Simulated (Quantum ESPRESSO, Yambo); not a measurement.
# GaP (F-43m): G0W0 with Yambo, start to end, part 3 of 3

Aim: the G0W0 gap of GaP (F-43m) on PBE, step by step.

Quantum ESPRESSO 7.5 and Yambo 5.3.0; PBE and many-body steps on it, plane waves. Known limits of the many-body steps: not at the basis limit; no spin-orbit coupling; coarse k mesh.

So far. Step 3 (Bands along the symmetry lines): The gap is 1.594 eV, −0.059 eV from the run before at this level. Step 4 (Empty states on the mesh, 4×4×4 mesh, 141 bands): On this mesh the gap is 1.653 eV.

## Step 6: Screening and self-energy, 4×4×4 mesh, 141 bands, screening to 210.9 eV

Now the one-shot GW correction: screening in the RPA, then the self-energy of the levels asked for.

This step: G0W0 on PBE, plane waves, norm-conserving pseudopotentials.

Input file gw1.in:

```
HF_and_locXC
gw0
dyson
ppa
em1d
rim_cut
RandQpts= 1000000
RandGvec= 1 RL
EXXRLvcs= 104 Ry
VXCRLvcs= 416 Ry
Chimod= "HARTREE"
% BndsRnXp
 1 | 141 |
%
NGsBlkXp= 15.5 Ry
% LongDrXp
 1 | 1 | 1 |
%
% GbndRnge
 1 | 141 |
%
DysSolver= "n"
ExtendOut
PPAPntXp= 27.21138 eV
% QPkrange
 1 | 8 | 10 | 17 |
%
```

Launch:

```sh
$ OMP_NUM_THREADS=1 mpirun -n 4 yambo -F gw1.in -J gw1 -C gw1 > gw1.log
```

The program printed:

```text
 Yambo, version 5.3.0

 [02] CORE Variables Setup
 =========================

  [... cell, symmetries and grids as in the set-up ...]

  [02.05] Energies & Occupations
  ==============================

  [X] === General ===
  [X] Electronic Temperature                        :  0.000000  0.000000 [eV K]
  [X] Bosonic    Temperature                        :  0.000000  0.000000 [eV K]
  [X] Finite Temperature mode                       : no
  [X] El. density                                   :  0.64228E+24 [cm-3]
  [X] Fermi Level                                   :  8.204632 [eV]

  [X] === Gaps and Widths ===
  [X] Conduction Band Min                           :  1.653057 [eV]
  [X] Valence Band Max                              :  0.000000 [eV]
  [X] Filled Bands                                  :  13
  [X] Empty Bands                                   :   14  141
  [X] Direct Gap                                    :  1.817542 [eV]
  [X] Direct Gap localized at k                     :  1
  [X] Indirect Gap                                  :  1.653057 [eV]
  [X] Indirect Gap between kpts                     :   1   7
  [X] Last valence band width                       :  3.419264 [eV]
  [X] 1st conduction band width                     :  3.048655 [eV]

 [03] Transferred momenta grid and indexing
 ==========================================

 IBZ Q-points                                      :   8
 BZ  Q-points                                      :   64

 K/Q-points units:
 rlu = crystal or reduced units; cc = cartesian coordinates; iku = interal k-units

 Q [1]          [rlu]:  0.000000  0.000000  0.000000
 Q [2]          [rlu]: -0.25926E-17 -0.25926E-17  0.25000
 Q [3]          [rlu]:  0.51853E-17  0.51853E-17 -0.50000
 Q [4]          [rlu]:  0.17252E-17  0.25000      0.25000
 Q [5]          [rlu]:  0.64517E-16  0.25000      0.50000
 Q [6]          [rlu]:  0.51853E-17  0.25000     -0.25000
 Q [7]          [rlu]: -0.34504E-17 -0.50000     -0.50000
 Q [8]          [rlu]:  0.250000 -0.500000 -0.250000

 [04] Coloumb potential Random Integration (RIM)
 ===============================================

  [04.01] RIM initialization
  ==========================

  * Diagonal components only detected *

  8 x (sBL volume)        :  0.113502 [a.u.]
  sBZ random points       :  1000000
  Points outside the sBZ  :   7987327
  RL volume               :  0.908017 [a.u.]
  Integrated volume       :  0.909458 [a.u.]

  [04.02] RIM integrals
  =====================

  Gamma point sphere radius             :  0.087825 [a.u.]
  Points outside the sphere             :   799513
  [Int_sBZ(q=0) 1/q^2]*(Vol_sBZ)^(-1/3) =:  7.764325
                                 should be <:  7.795600

  Summary of Coulomb integrals for non-metallic bands |Q|[au] RIM/Bare

  Q [1] 0.100000E-4 0.995988 * Q [2] 0.264147 1.066458
  Q [4] 0.305010 1.065091 * Q [6] 0.431350 1.027253
  Q [5] 0.505803 1.020682 * Q [3] 0.528294 1.017918
  Q [7] 0.610021 1.014689 * Q [8] 0.682024 1.011759

 [05] Dipoles
 ============

  [05.01] Setup: observables and procedures
  =========================================

 [06] Dynamic Dielectric Matrix (PPA)
 ====================================

 [WR./gw1//ndb.pp]---------------------------------------------------------------
  Brillouin Zone Q/K grids (IBZ/BZ)                :    8   64    8   64
  RL vectors                                       :   5961 [WF]
  Coulomb cutoff potential                         : none
  Electronic Temperature                           :  0.000000 [K]
  Bosonic    Temperature                           :  0.000000 [K]
  PPA    diel. fun.  energies                      : Perdew, Burke & Ernzerhof(X)+Perdew, Burke & Ernzerhof(C)
  wavefunctions                                    : Perdew, Burke & Ernzerhof(X)+Perdew, Burke & Ernzerhof(C)
  Global Gauge                                     : length
  X matrix size                                    :  307
  X band range                                     :    1  141
  X e/h energy range                               : -1.000000 -1.000000 [eV]
  X Time ordering                                  : R
  X Hxc Kernel                                     : HARTREE
  X Drude frequency                                :  0.000000  0.000000
  X poles                                          :  100.0000 [o/o]
  RL vectors in the sum                            :   5961
  [r,Vnl] included                                 : yes
  Field direction                                  :  0.577350E-5  0.577350E-5  0.577350E-5
  BZ energy Double Grid                            : no
  BZ energy DbGd points                            : 0
  BZ Q point size factor                           : -1.000000
  X Optical Averaged directions                    : none

 [07] Local Exchange-Correlation + Non-Local Fock
 ================================================

 [VXC] Plane waves :   39189
 [EXS] Plane waves :   4957

 QP @ state[ 1 ] K range:   1   8
 QP @ state[ 1 ] b range:  10  17

 [xc] Functional : Perdew, Burke & Ernzerhof(X)+Perdew, Burke & Ernzerhof(C)
 [xc] LIBXC used to calculate xc functional
  PP Number of Atomic Species                      :  2
  NLCC RL compoments                               :   39189
  PP Number of Atomic Species                      :  2
  NLCC RL compoments                               :   39189

 [xc] E_xc :  -23.20666 [Ha]
      E_xc :  -46.41333 [Ry]

  Local XC kind (lXC) : Perdew, Burke & Ernzerhof(X)+Perdew, Burke & Ernzerhof(C)
  Non-Local XC kind (nlXC) : Hartree-Fock

  Corrections @ K [1] :  [eV]
 <10|nlXC|10> = -19.09617  0.99594E-17 <10|lXC|10> = -11.84618 -0.35399E-16
 <11|nlXC|11> = -15.17883  0.10134E-16 <11|lXC|11> = -13.29395  0.18881E-15
 <12|nlXC|12> = -15.17873 -0.27623E-16 <12|lXC|12> = -13.29395  0.94353E-16
 <13|nlXC|13> = -15.17871  0.19706E-16 <13|lXC|13> = -13.29395 -0.18516E-19
 <14|nlXC|14> = -8.162743 -0.21078E-18 <14|lXC|14> = -12.70030  0.94296E-16
 <15|nlXC|15> = -6.788098 -0.33010E-17 <15|lXC|15> = -11.36385  0.13257E-18
 <16|nlXC|16> = -6.788025 -0.79241E-18 <16|lXC|16> = -11.36385 -0.25789E-19
 <17|nlXC|17> = -6.788050  0.29312E-17 <17|lXC|17> = -11.36385 -0.18866E-15

  Corrections @ K [2] :  [eV]
 <10|nlXC|10> = -19.62692 -0.21208E-18 <10|lXC|10> = -12.59203  0.94367E-16
 <11|nlXC|11> = -15.60164  0.89596E-17 <11|lXC|11> = -12.47448  0.29584E-16
[...]
Corrections @ K [3] :  [eV]
[...]
Corrections @ K [4] :  [eV]
[...]
Corrections @ K [5] :  [eV]
[...]
[... 2 further k-points ...]
  Corrections @ K [8] :  [eV]
[...]
<13|nlXC|13> = -13.91279 -0.72331E-17 <13|lXC|13> = -11.02117 -0.79647E-16
 <14|nlXC|14> = -6.130831 -0.44707E-17 <14|lXC|14> = -10.52111 -0.14172E-15
 <15|nlXC|15> = -7.299356 -0.21828E-17 <15|lXC|15> = -12.51870  0.17688E-16
 <16|nlXC|16> = -5.760399  0.20355E-17 <16|lXC|16> = -11.06626 -0.18892E-15
 <17|nlXC|17> = -5.723992 -0.22195E-17 <17|lXC|17> = -10.53552  0.70861E-16

  [07.01] Hartree-Fock occupations report
  =======================================

  [Hartree-Fock] === General ===
  [Hartree-Fock] Electronic Temperature             :  0.000000  0.000000 [eV K]
  [Hartree-Fock] Bosonic    Temperature             :  0.000000  0.000000 [eV K]
  [Hartree-Fock] Finite Temperature mode            : no
  [Hartree-Fock] El. density                        :  0.64228E+24 [cm-3]
  [Hartree-Fock] Fermi Level                        :  8.204632 [eV]

  [Hartree-Fock] === Gaps and Widths ===
  [Hartree-Fock] Conduction Band Min                :  5.435879 [eV]
  [Hartree-Fock] Valence Band Max                   : -1.884758 [eV]
  [Hartree-Fock] Filled Bands                       :  13
  [Hartree-Fock] Empty Bands                        :   14  141
  [Hartree-Fock] Direct Gap                         :  8.239852 [eV]
  [Hartree-Fock] Direct Gap localized at k          :  1
  [Hartree-Fock] Indirect Gap                       :  7.320637 [eV]
  [Hartree-Fock] Indirect Gap between kpts          :   1   7
  [Hartree-Fock] Last valence band width            :  4.426130 [eV]
  [Hartree-Fock] 1st conduction band width          :  3.656115 [eV]

 [08] Dyson equation: Newton solver
 ==================================

  [08.01] G0W0 (W PPA)
  ====================

  [  GW  ] Bands range     :    1  141
  [GW/PPA] G damping       :  0.100000 [eV]

  QP @ state[ 1 ] K range:   1   8
  QP @ state[ 1 ] b range:  10  17

   Sc/G bands                                       :    1  141
   Sc/G damping                                     :  0.100000 ev
   Sc bands terminator                              : no
   Sx RL components                                 :   4957

   QP @ state[ 1 ] K range                          :   1   8
   QP @ state[ 1 ] b range                          :  10  17
   GF energies kind                                 : Perdew, Burke & Ernzerhof(X)+Perdew, Burke & Ernzerhof(C)
   GF WF`s kind                                     : Perdew, Burke & Ernzerhof(X)+Perdew, Burke & Ernzerhof(C)
   Xs energies kind                                 : Perdew, Burke & Ernzerhof(X)+Perdew, Burke & Ernzerhof(C)
   Xs WF`s kind                                     : Perdew, Burke & Ernzerhof(X)+Perdew, Burke & Ernzerhof(C)

 [11] Game Over & Game summary
```

Elapsed: 11 min, on 4 MPI ranks of Arm Neoverse V1, shared host; peak memory 1.9 GiB.

Numbers from this step:

```yaml
g0w0_gap_on_the_mesh: 2.285 eV
starting_gap_on_the_mesh: 1.653 eV
k_of_the_valence_top: 0, 0, 0
k_of_the_conduction_bottom: 0, -0.5, -0.5
least_direct_g0w0_gap_on_the_computed_points: 2.691 eV
z_at_the_valence_top: 0.7842
z_at_the_conduction_bottom: 0.8088
```

The gap on the mesh goes from 1.65 eV to 2.29 eV, a correction of +0.63 eV.

Limits: finite bands, cutoff and mesh; no spin-orbit coupling; coarse k mesh. v1 is the top filled band, c1 the lowest empty one. The levels before and after the correction (eV, zero at the valence-band top of each column):

|  | conduction bottom | valence top |
| --- | --- | --- |
| Kohn-Sham | 1.65 | 0.00 |
| G0W0 | 2.29 | 0.00 |

|  | level | energy (eV) |
| --- | --- | --- |
| Kohn-Sham | Γ v3-v1 | 0.000 |
| Kohn-Sham | Γ c1 | 1.818 |
| Kohn-Sham | Γ c2-c3 | 3.887 |
| Kohn-Sham | (0 -0.5 -0.5) v3 | -6.754 |
| Kohn-Sham | (0 -0.5 -0.5) v2-v1 | -2.683 |
| Kohn-Sham | (0 -0.5 -0.5) c1 | 1.653 |
| Kohn-Sham | (0 -0.5 -0.5) c2 | 1.825 |
| Kohn-Sham | (0 -0.5 -0.5) c3 | 10.577 |
| G0W0 | Γ v3-v1 | 0.000 |
| G0W0 | Γ c1 | 2.691 |
| G0W0 | Γ c2-c3 | 4.815 |
| G0W0 | (0 -0.5 -0.5) v3 | -6.800 |
| G0W0 | (0 -0.5 -0.5) v2-v1 | -2.776 |
| G0W0 | (0 -0.5 -0.5) c1 | 2.285 |
| G0W0 | (0 -0.5 -0.5) c2 | 2.582 |
| G0W0 | (0 -0.5 -0.5) c3 | 11.473 |

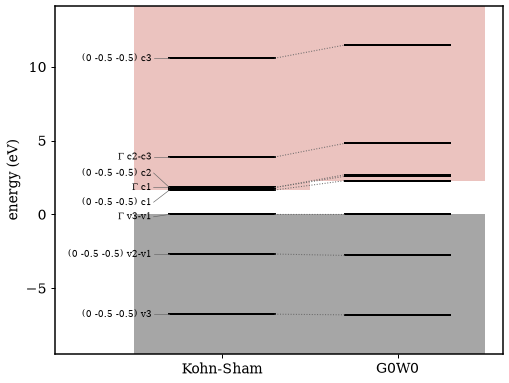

Levels before and after the correction. Shaded: valence and conduction bands.

## Step 7: Where the time went

Times are wall times on the hardware named with each run, good to a factor of about two.

| step | time | share | memory (GiB) |
| --- | --- | --- | --- |
| ground state | 7.6 s | 1 % | 0.29 |
| bands along the symmetry lines | 5.9 s | 1 % | 0.24 |
| empty states on the mesh | 12 s | 2 % | 0.44 |
| conversion and set-up | 3.1 s | 0 % | 0.25 |
| screening and self-energy | 11 min | 96 % | 1.9 |

## Step 8: Results

| Item | Value |
| --- | --- |
| PBE gap | 1.59 eV, indirect |
| G0W0 gap on the mesh | 2.29 eV |
| G0W0 gap over the zone (rigid shift) | 2.23 eV |
| GW settings | 4×4×4 mesh, 141 bands, screening to 210.9 eV, Godby-Needs plasmon pole |
| known limits | not at the basis limit; no spin-orbit coupling; coarse k mesh |

In words: G0W0 moves the gap on the mesh from 1.65 eV to 2.29 eV (+0.63 eV), with Z of 0.78 and 0.81 at the edges. The mesh misses the band edges by 0.06 eV in all; a rigid shift gives 2.23 eV for the zone. The dearest step here is «screening and self-energy». Against experiment, by G0W0@PBE: the gap of 2.23 eV lies −0.02 eV from the measured 2.25 ± 0.04 eV (indirect, 300 K, on Si, 2020). The calculation has static nuclei and no excitons; a measured gap holds zero-point and thermal motion, which mostly lowers it. Bands and cutoff are finite, so the gap is not at the basis limit. The miss can reach some tenths of an eV and take either sign; the mesh is an error of its own. A denser mesh or path gives a starting gap of 1.59 eV: the GW mesh misses a band edge, so its gaps are not the fundamental one. The 4×4×4 mesh is coarse for this cell, which bears on the long-range parts of exchange and screening. The many-body steps are scalar-relativistic: spin-orbit coupling is not in them.

[Paths, hosts, dates, memory and timing lines, banners, echoed tables and standing remarks are left out of the program output.]

[Logs are printed without paths, hosts, clocks, repeated set-up lines and the standing remarks that a program may print on its own settings, such as how far it seeks lower states.]

[Runs of the session that timed out or met a known fault of the program may be left out.]

[Hosts, paths, dates, database ids (printed as entryN), source tags and the programs' standing remarks are cut or masked in the printed files.]
